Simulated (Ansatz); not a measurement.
**CF4 (SMILES FC(F)(F)F): density, localisation and related maps**

```xyz
5

C    -1.3345    0.5196   -1.6619
F    -2.1916    0.5821   -0.6335
F    -0.1750   -0.0082   -1.2456
F    -1.8532   -0.2488   -2.6298
F    -1.1181    1.7533   -2.1387
```

Geometry: BLYP-D3(BJ)/def2-SVP.

All numbers below come from Ansatz, isolated molecule in a Gaussian basis; Kohn-Sham density functional theory, functional PBE0.

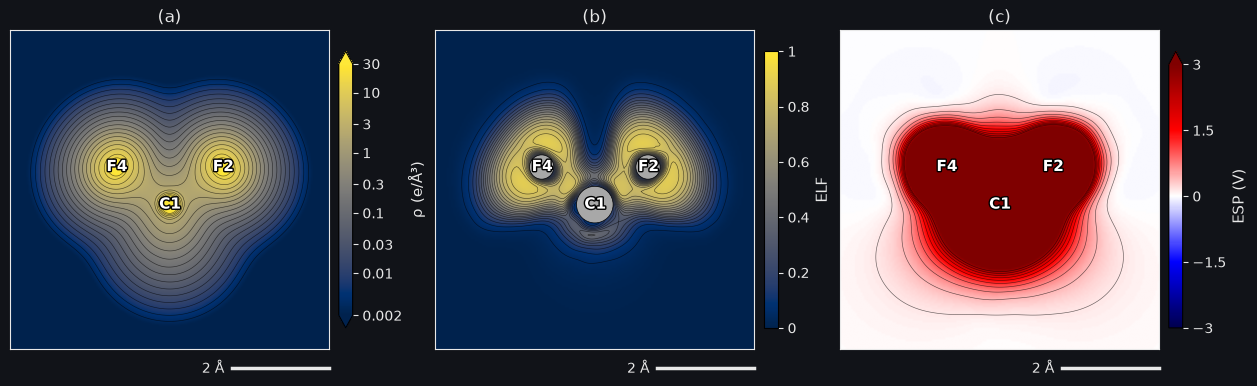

Figure 1. (a) electron density; (b) electron localisation function; (c) electrostatic potential on the plane of atoms F2, C1 and F4. Grey discs cover the atomic cores in the ELF map.

### Interpret the plot.

Atoms in the plane: C and F. C–F (1.34 Å): ρ is about 2.4 e/Å³ halfway, with its minimum of 2 e/Å³ about 0.5 Å from C; the ELF peaks at about 0.85 between the atoms; a polar covalent bond. The ELF also peaks beside F4 and F2, away from the bonds: lone-pair regions. The potential has no marked negative region in this plane.

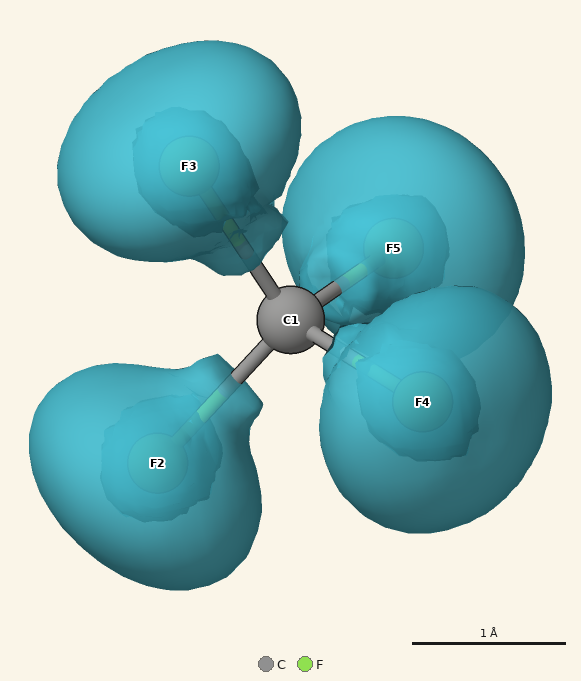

Figure 2. Isosurface of the electron localisation function at 0.75 (cyan), seen at a tilt. Core shells and regions of very low density are left out.

### Identify the bonds, lone pairs and shells in this picture.

The ELF exceeds this value in four regions on F in which the atom's valence shell and bonds are merged.
